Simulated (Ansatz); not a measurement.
# TaCuN2 (R-3m): the cell at rest

Wanted: the relaxed cell of TaCuN2 (R-3m).

Method: DFT PBEsol, scalar-relativistic, plane waves, PAW, in Ansatz 0.2.0.

### Step 1. The structure

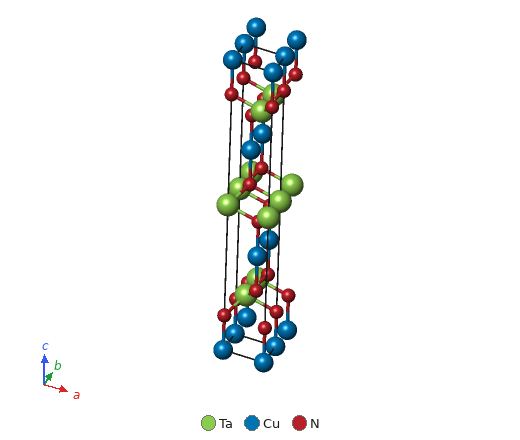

Start, viewed slightly off an axis; tantalum green, copper blue, nitrogen red. 1×2×1 cells are drawn. This picture shows the conventional cell, with its axes. Some periodic images of atoms are drawn too.

### Step 2. Probe on a coarse mesh

A quick single point on a coarse mesh tells whether the cell has a gap and how far it is from rest, which sets the k mesh and smearing that follow.

input.yaml reads:

```yaml
crystal:
  lattice:
    - [1.568, 0.9052852221, 5.8126666667]
    - [-1.568, 0.9052852221, 5.8126666667]
    - [0.0, -1.8105704442, 5.8126666667]
  atoms:
    - { symbol: Ta, position: [0.5, 0.5, 0.5] }
    - { symbol: Cu, position: [0.0, 0.0, 0.0] }
    - { symbol: "N", position: [0.119, 0.119, 0.119] }
    - { symbol: "N", position: [0.881, 0.881, 0.881] }
kpoints:
  mp_grid: { grid: [6, 6, 6] }
hamiltonian:
  xc: pbesol
scf:
  occupations: { method: gaussian, width: 0.1 }
output:
  forces: true
  stress: true
  eigenvalues: true
```

The run is started by

```sh
> ansatz run input.yaml --threads 4 --pin off --max-ram 7168MiB --backend cpu --events-out ev --progress --plain --runs-dir out
```

Numbers of over 12 decimals in the logs are rounded to 6 here.

Output:

```text
[...]
k-point 0: bands = [... 17 lower, 11.0385, 11.0385, 12.2501, 12.2501, 14.0644, 14.3304, 14.3304, 17.1514, ... 1 higher]
  k-point 1: bands = [... 17 lower, 10.9754, 11.0395, 11.3041, 11.3546, 14.2930, 15.1267, 15.5493, 17.2554, ... 1 higher]
  k-point 2: bands = [... 17 lower, 11.1121, 11.1665, 11.3268, 12.0350, 14.8582, 15.6158, 16.3306, 16.3951, ... 1 higher]
  k-point 31: bands = [... 17 lower, 10.8143, 10.8143, 12.7042, 12.7042, 14.2916, 14.2916, 15.3456, 16.7734, ... 1 higher]
[key lines of the parts left out:]
SCF converged after 6 iterations
Free energy (F): -17153.127690 eV
Fermi energy:    13.146432 eV
P = ⅓ Tr σ = 17.6317 GPa (176.317 kbar)
```

The job ended after 2.7 s (4 threads of Arm Neoverse N1, shared host; peak memory 0.36 GiB).

Numbers from this step:

```yaml
pressure: 17.63 GPa
gap_on_the_k_mesh: 0.8965 eV
volume_per_atom: 12.38 Å³
direct_gap_on_mesh: 1.413 eV
```

The coarse mesh shows a gap of 0.90 eV and a pressure of 17.6 GPa.

### Step 3. Coarse relaxation

The start is far from rest, so a relaxation with loose tolerances brings it close first.

input.yaml: that of step 2 with these lines changed.

```diff
@@ -11,3 +11,3 @@
 kpoints:
-  mp_grid: { grid: [6, 6, 6] }
+  mp_grid: { grid: [9, 9, 9] }
 hamiltonian:
@@ -20 +20,6 @@
   eigenvalues: true
+relax:
+  adjacent_minimum: "off"
+  f_tol: 0.05
+  max_steps: 80
+  cell: { stress_tol: 0.5 }
```

Output:

```text
[...]
Crystal: 4 atoms, lattice volume = 49.506 Å³
Basis set: ecut = 420 eV, 973 PW (Γ), FFT grids on a1−a3, a2−a3, a3, exchange–correlation on 48×48×90 points (8 copies of the dense FFT grid, shifted against one another)
Bands: 26, of which v1, the nominal top of the filled ones, is band 21 counted from 1 (20 counted from 0)
Symmetry: 12 space group operations
[...]
F+E_penalty+E_count = -17154.66733245 eV   max|allowed force component| = 2.598e-3 eV/Å   (the final SCF, on the basis selected at the relaxed cell)
  cell:  # Å, volume = 48.7948 Å³
    - [1.560627, 0.901028, 5.783419]
    - [-1.560627, 0.901028, 5.783419]
    - [0, -1.802057, 5.783419]
  atoms:
    - { symbol: Ta, position: [0.5, 0.5, 0.5] }
    - { symbol: Cu, position: [0, 0, 0] }
    - { symbol: N, position: [0.105569, 0.105569, 0.105569] }
    - { symbol: N, position: [0.894431, 0.894431, 0.894431] }
[key lines of the parts left out:]
SCF converged after 6 iterations
Free energy (F): -17154.667332 eV
Fermi energy:    13.330900 eV
P = ⅓ Tr σ = -0.0697 GPa (-0.697 kbar)
```

Wall time 29 s (4 threads); peak memory 0.43 GiB; 70 s of CPU time.

Relaxation path:

```
step  energy less that of the first step (eV)  largest force component (eV/Å)  pressure (GPa)  volume (Å³)
   1                                   0.0000                          6.4078           17.57        49.51
   2                                  -1.3613                          1.0541           -6.03        50.59
   3                                  -1.5236                          0.3570            2.00        48.33
   4                                  -1.5295                          0.1144           -0.68        48.97
   5                                  -1.5309                          0.0025           -0.01        48.79
  6*                                  -1.5292                          0.0026           -0.07        48.79
```

Relaxation steps marked * repeat the geometry before them on a plane-wave basis chosen anew for their cell, so energy and pressure can jump there.

Forces are held to the 12 operations that the run works with; a distortion that breaks them can't arise in this run.

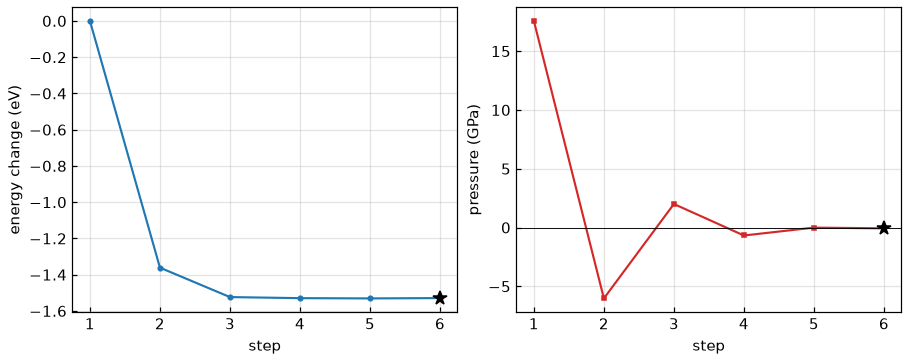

Energy and pressure along the relaxation. Stars mark steps on a basis chosen anew.

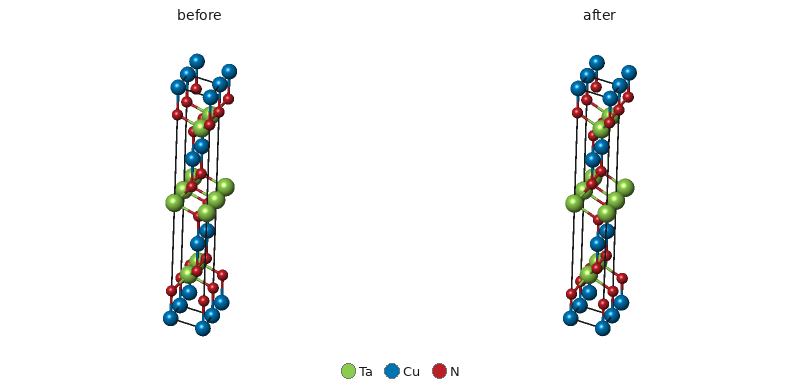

Before and after, at one scale.

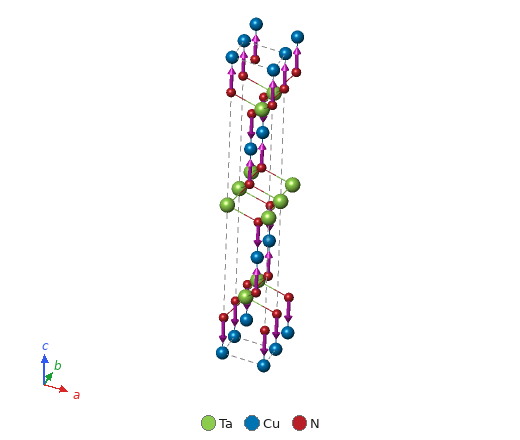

Displacements in the relaxation, exaggerated, measured against the changing cell; the longest in the cell stands for 0.23 Å. 1×2×1 conventional cells are drawn. Some periodic images of atoms are drawn too.

```csv
"conventional cell, symmetrised",before,after,change
a (Å),3.136,3.121,-0.5 %
b (Å),3.136,3.121,-0.5 %
c (Å),17.438,17.350,-0.5 %
volume (Å³/atom),12.38,12.20,-1.4 %
```

The atoms that moved most (Å, as changes of fractional coordinates times the final cell):

| atom | dx | dy | dz | length |
| --- | --- | --- | --- | --- |
| N3 | 0.000 | 0.000 | -0.233 | 0.233 |
| N4 | 0.000 | 0.000 | 0.233 | 0.233 |

Final coordinates:

```xyz
4
Lattice="1.5606 0.9010 5.7834 -1.5606 0.9010 5.7834 0.0000 -1.8021 5.7834" Properties=species:S:1:pos:R:3 pbc="T T T"
Ta    0.0000    0.0000    8.6751
Cu    0.0000    0.0000    0.0000
N     0.0000    0.0000    1.8316
N     0.0000    0.0000   15.5186
```

This step gave:

```yaml
pressure: -0.06968 GPa
volume_per_atom: 12.20 Å³
gap_on_the_k_mesh: 0.4470 eV
direct_gap_on_mesh: 0.8912 eV
```

In this step the volume went from 12.38 to 12.20 Å³/atom.

### Step 4. Bringing the structure to rest

The cell and atoms are relaxed, since residual forces and stress would shift the frequencies.

input.yaml reads:

```yaml
crystal:
  lattice:
    - [1.5606269726, 0.9010284027, 5.7834191744]
    - [-1.5606269726, 0.9010284027, 5.7834191744]
    - [0.0, -1.8020568055, 5.7834191744]
  atoms:
    - { symbol: Ta, position: [0.5, 0.5, 0.5] }
    - { symbol: Cu, position: [0.0, 0.0, 0.0] }
    - { symbol: "N", position: [0.105568636, 0.105568636, 0.105568636] }
    - { symbol: "N", position: [0.894431364, 0.894431364, 0.894431364] }
kpoints:
  mp_grid: { grid: [12, 12, 12] }
hamiltonian:
  xc: pbesol
scf:
  occupations: { method: gaussian, width: 0.02 }
output:
  forces: true
  stress: true
  eigenvalues: true
relax:
  adjacent_minimum: "off"
  f_tol: 0.005
  max_steps: 80
  cell: { stress_tol: 0.05 }
```

Output:

```text
[...]
Crystal: 4 atoms, lattice volume = 48.795 Å³
Basis set: ecut = 420 eV, 955 PW (Γ), FFT grids on a1−a3, a2−a3, a3, exchange–correlation on 48×48×90 points (8 copies of the dense FFT grid, shifted against one another)
Bands: 26, of which v1, the nominal top of the filled ones, is band 21 counted from 1 (20 counted from 0)
[... 1 set-up line as in the run before ...]
[...]
k-points: 189 of 1728
[...]
SCF iter   1: F=—  HF=-17154.688859 eV  |F-HF|=—  |Δ(HF+E_count)|=         —  Δρ=1.54e-2  dr2=1.01e-1  ethr=1.77e-3  ⟨swp⟩=6.0  Hψ=20213  notcnv=0
[...]
SCF iter   6: F=-17154.668402 eV  HF=-17154.668402 eV  |F-HF|=2.80e-8  |Δ(HF+E_count)|=   2.10e-7  Δρ=9.05e-6  dr2=4.84e-8  ethr=2.38e-10  ⟨swp⟩=9.0  Hψ=22505  notcnv=0
SCF 1 converged in 6 iterations: F = -17154.668402 eV  dr2 = 4.84e-8
[...]
relax step   1: F+E_penalty+E_count = -17154.66840194 eV  Δ(F+E_penalty+E_count) = +0.000e0 eV  max|allowed force component| = 5.587e-3 eV/Å  Δτ_max = 0.0000 Å  P = -0.072 GPa  Ω = 48.795 Å³  (6 SCF iters, dr2 threshold 1.00e-7 eV, accepted)
Crystal: 4 atoms, lattice volume = 48.791 Å³
[...]
SCF iter   6: F=-17154.668419 eV  HF=-17154.668419 eV  |F-HF|=3.64e-12  |Δ(HF+E_count)|=  3.64e-11  Δρ=7.94e-8  dr2=2.24e-12  ethr=1.00e-12  ⟨swp⟩=1.3  Hψ=10668  notcnv=0
SCF 2 converged in 6 iterations: F = -17154.668419 eV  dr2 = 2.24e-12
relax step   2: F+E_penalty+E_count = -17154.66841881 eV  Δ(F+E_penalty+E_count) = -1.687e-5 eV  max|allowed force component| = 1.007e-2 eV/Å  Δτ_max = 0.0003 Å  P = -0.032 GPa  Ω = 48.791 Å³  energy of the carried Pulay correction = +9.243e-6 eV  (6 SCF iters, dr2 threshold 9.84e-8 eV, accepted)
Crystal: 4 atoms, lattice volume = 48.781 Å³
[...]
SCF iter   6: F=-17154.668451 eV  HF=-17154.668451 eV  |F-HF|=3.64e-12  |Δ(HF+E_count)|=  4.73e-11  Δρ=8.70e-8  dr2=1.37e-12  ethr=1.00e-12  ⟨swp⟩=1.4  Hψ=10766  notcnv=0
SCF 3 converged in 6 iterations: F = -17154.668451 eV  dr2 = 1.37e-12
relax step   3: F+E_penalty+E_count = -17154.66845120 eV  Δ(F+E_penalty+E_count) = -3.239e-5 eV  max|allowed force component| = 2.699e-3 eV/Å  Δτ_max = 0.0003 Å  P = +0.005 GPa  Ω = 48.781 Å³  energy of the carried Pulay correction = +3.729e-5 eV  (6 SCF iters, dr2 threshold 1.10e-8 eV, accepted)
[...]
SCF iter   1: F=—  HF=-17154.668410 eV  |F-HF|=—  |Δ(HF+E_count)|=         —  Δρ=3.36e-6  dr2=1.94e-9  ethr=1.06e-7  ⟨swp⟩=3.3  Hψ=33135  notcnv=0
eigensolver tolerance schedule: the retry pair's looser diagonalisation over-reported the residual by 22959.57 of it (diagonalisation noise at 3.62 of the residual, at the tolerance the schedule requests for it); recorded, not acted on — ethr = c·dr2/N_el stays at c = 1.0e-1
SCF iter   2: F=—  HF=-17154.668406 eV  |F-HF|=—  |Δ(HF+E_count)|=   3.81e-6  Δρ=1.71e-6  dr2=8.22e-10  ethr=4.61e-12  ⟨swp⟩=3.7  Hψ=11450  notcnv=0
[...]
SCF iter   6: F=-17154.668406 eV  HF=-17154.668406 eV  |F-HF|=0.00e0  |Δ(HF+E_count)|=  7.28e-12  Δρ=5.00e-8  dr2=1.07e-12  ethr=1.00e-12  ⟨swp⟩=2.9  Hψ=14452  notcnv=0
SCF 4 converged in 6 iterations: F = -17154.668406 eV  dr2 = 1.07e-12
relax step   4: F+E_penalty+E_count = -17154.66840643 eV  Δ(F+E_penalty+E_count) = +4.477e-5 eV  max|allowed force component| = 2.714e-3 eV/Å  Δτ_max = 0.0000 Å  P = +0.004 GPa  Ω = 48.781 Å³  stress off target by 2.49e-2 GPa  SCF on the basis re-selected at this cell (its energy is not comparable with the rows above)  (6 SCF iters)
[...]
SCF converged after 6 iterations
Free energy (F): -17154.668406 eV
[...]
Internal energy: -17154.668406 eV  (E = F + TS)
E sigma→0 (E₀):  -17154.668406 eV
Fermi energy:    13.329704 eV
[...]
--- Forces (eV/Å), atoms counted from 1 ---
  atom   1  Ta     0.00000000     0.00000000    -0.00000000
  atom   2  Cu    -0.00000000     0.00000000     0.00000000
  atom   3  N     -0.00000000     0.00000000    -0.00271385
  atom   4  N      0.00000000    -0.00000000     0.00271385
  max |Σ_I F_I| component: 1.97e-31 eV/Å
--- Stress (GPa, compression-positive) ---
        0.018356       0.000000       0.000000
        0.000000       0.018356       0.000000
        0.000000       0.000000      -0.024948
  P = ⅓ Tr σ = 0.0039 GPa (0.039 kbar)
--- Band table (eV; the first three rows and the last of 189) ---
  k-point 0: bands = [... 17 lower, 11.2846, 11.2846, 12.0757, 12.0757, 14.3748, 14.3748, 14.6337, 17.5226, ... 1 higher]
  k-point 1: bands = [... 17 lower, 11.2557, 11.3585, 11.6336, 11.8390, 14.5147, 14.7124, 14.7274, 17.6644, ... 1 higher]
  k-point 2: bands = [... 17 lower, 11.2143, 11.2545, 11.6523, 11.7250, 14.5867, 14.9874, 15.4207, 17.9155, ... 1 higher]
  k-point 188: bands = [... 17 lower, 11.1308, 11.1308, 13.1427, 13.1427, 14.3066, 14.3066, 16.0738, 17.8472, ... 1 higher]
--- Relaxed structure (3 steps of the walk, 3 accepted, 1 SCFs on fresh bases) ---
[...]
cell:  # Å, volume = 48.7810 Å³
    - [1.560706, 0.901074, 5.781200]
    - [-1.560706, 0.901074, 5.781200]
    - [0, -1.802148, 5.781200]
  atoms:
    - { symbol: Ta, position: [0.5, 0.5, 0.500000] }
    - { symbol: Cu, position: [0, 0, 0] }
    - { symbol: N, position: [0.105569, 0.105569, 0.105569] }
    - { symbol: N, position: [0.894431, 0.894431, 0.894431] }
```

Wall time 35 s (4 threads); peak memory 0.52 GiB.

Little changed from the start: no atom moved by 0.005 Å and no cell edge by 0.1 %.

Numbers from this step:

| Property | Result |
| --- | --- |
| pressure | 0.003921 GPa |
| gap on the k-mesh | 0.3744 eV |
| direct gap on mesh | 0.7614 eV |

In this step the volume went from 12.20 to 12.20 Å³/atom.

### Step 5. Tight relaxation

Phonons need a cell at rest on their own settings, so the relaxation is repeated with tight tolerances on forces and stress on the k mesh and occupations of the first response run.

input.yaml reads:

```yaml
crystal:
  lattice:
    - [1.5607063351, 0.9010742227, 5.7811999678]
    - [-1.5607063351, 0.9010742227, 5.7811999678]
    - [0.0, -1.8021484454, 5.7811999678]
  atoms:
    - { symbol: Ta, position: [0.5, 0.5, 0.5] }
    - { symbol: Cu, position: [0.0, 0.0, 0.0] }
    - { symbol: "N", position: [0.1055692968, 0.1055692968, 0.1055692968] }
    - { symbol: "N", position: [0.8944307032, 0.8944307032, 0.8944307032] }
kpoints:
  mp_grid: { grid: [12, 12, 12] }
hamiltonian:
  xc: pbesol
scf:
  occupations: { method: fixed }
output:
  forces: true
  stress: true
  eigenvalues: true
relax:
  adjacent_minimum: "off"
  f_tol: 0.001
  max_steps: 60
  cell: { stress_tol: 0.01 }
```

Output:

```text
[...]
Crystal: 4 atoms, lattice volume = 48.781 Å³
Basis set: ecut = 420 eV, 955 PW (Γ), FFT grids on a1−a3, a2−a3, a3, exchange–correlation on 48×48×90 points (8 copies of the dense FFT grid, shifted against one another)
Bands: 26, of which v1, the nominal top of the filled ones, is band 21 counted from 1 (20 counted from 0)
[... 1 set-up line as in the run before ...]
[...]
--- Relaxed structure (4 steps of the walk, 4 accepted, 2 SCFs on fresh bases) ---
[...]
cell:  # Å, volume = 48.7832 Å³
    - [1.560811, 0.901134, 5.780686]
    - [-1.560811, 0.901134, 5.780686]
    - [0, -1.802269, 5.780686]
  atoms:
    - { symbol: Ta, position: [0.5, 0.5, 0.5] }
    - { symbol: Cu, position: [0, 0, 0] }
    - { symbol: N, position: [0.105569, 0.105569, 0.105569] }
    - { symbol: N, position: [0.894431, 0.894431, 0.894431] }
[key lines of the parts left out:]
SCF converged after 7 iterations
Free energy (F): -17154.668403 eV
Fermi energy:    13.142378 eV
P = ⅓ Tr σ = -0.0029 GPa (-0.029 kbar)
```

Elapsed: 51 s, on 4 threads; peak memory 0.52 GiB.

Little changed from the start: no atom moved by 0.005 Å and no cell edge by 0.1 %.

Numbers from this step:

```yaml
pressure: -0.002907 GPa
direct_gap_on_mesh: 0.7617 eV
```

The largest force component left is 0.54 meV/Å and the pressure is -0.003 GPa, within the tolerances set. The cell now holds 12.20 Å³/atom.

### Step 6. Outcome

```
space group after relaxation (within 0.01 Å) : R-3m
lattice constant a                           : 3.122 Å
lattice constant b                           : 3.122 Å
lattice constant c                           : 17.342 Å
volume per atom                              : 12.2 Å³
gap on the k-mesh                            : 0.374 eV
```

In words: The largest force component left is 0.54 meV/Å and the pressure is -0.003 GPa, within the tolerances set. The cell now holds 12.20 Å³/atom. The relaxation keeps the symmetry of its start, so it says nothing on stability against lower symmetry. Spin-orbit coupling is left out, which can matter for the heavy elements here.

[Logs are printed without paths, hosts, clocks, repeated set-up lines and the standing remarks that a program may print on its own settings, such as how far it seeks lower states.]

[Hosts, paths, dates, database ids (printed as entryN), source tags and the programs' standing remarks are cut or masked in the printed files.]
